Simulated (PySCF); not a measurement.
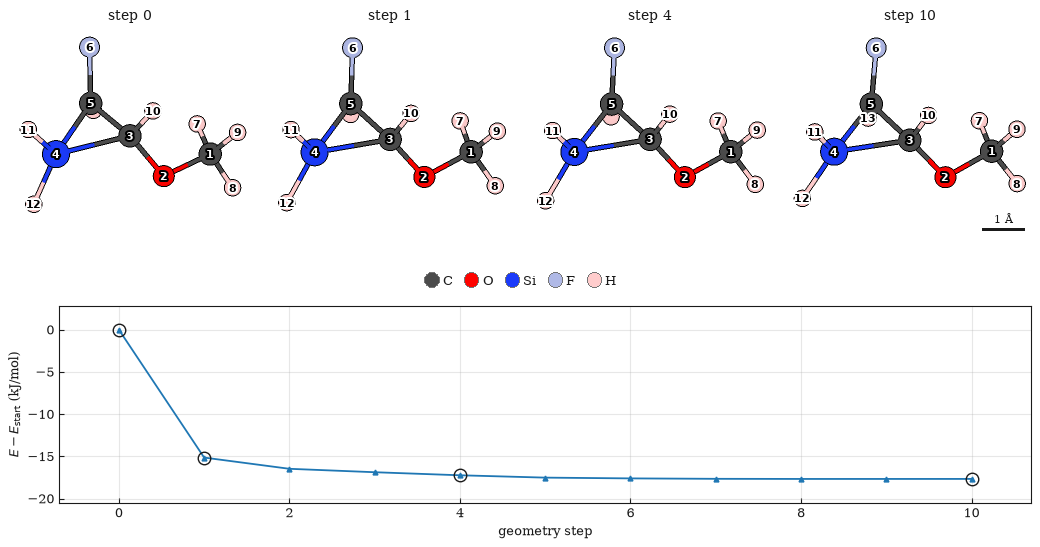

Frames of a relaxation of C3H7FOSi, marked on the history of the run. The picture is a ball-and-stick view, seen at a tilt.

The start comes from GFN2-xTB. Its atoms were then displaced at random by about 0.01 Å.

The calculation used PBE0-D3(BJ)/def2-SVP geometry optimisation, gas phase (PySCF 2.14.0, density-fitted response routines). 

Describe the path.

Answer. H12 moves most after the best rigid fit: 0.31 Å. By element the largest moves are H 0.31 Å, F 0.21 Å, C 0.14 Å, O 0.09 Å, Si 0.07 Å. Near-neighbour distances that change, for instance: C5–H13 1.061 → 1.101 Å, O2–C3 1.413 → 1.380 Å, Si4–H12 1.451 → 1.484 Å, C1–H8 1.068 → 1.098 Å. Among the angles between lasting bonds that change: Si4–C3–H10 121.6° → 109.3°, Si4–C5–H13 122.6° → 112.6°, O2–C3–Si4 117.1° → 126.5°. The energy falls by 17.7 kJ/mol in 10 geometry steps. From step 0 to 1: H12 moves most (0.19 Å), energy −15.1 kJ/mol. From step 1 to 4: H12 moves most (0.08 Å), energy −2.10 kJ/mol. From step 4 to 10: H12 moves most (0.09 Å), energy −0.43 kJ/mol.

```json
{"step": "0", "E − E(0), kJ/mol": "0.00"}
{"step": "1", "E − E(0), kJ/mol": "-15.15"}
{"step": "2", "E − E(0), kJ/mol": "-16.48"}
{"step": "3", "E − E(0), kJ/mol": "-16.88"}
{"step": "4", "E − E(0), kJ/mol": "-17.24"}
{"step": "5", "E − E(0), kJ/mol": "-17.52"}
{"step": "6", "E − E(0), kJ/mol": "-17.61"}
{"step": "7", "E − E(0), kJ/mol": "-17.66"}
{"step": "8", "E − E(0), kJ/mol": "-17.68"}
{"step": "9", "E − E(0), kJ/mol": "-17.68"}
{"step": "10", "E − E(0), kJ/mol": "-17.68"}
```
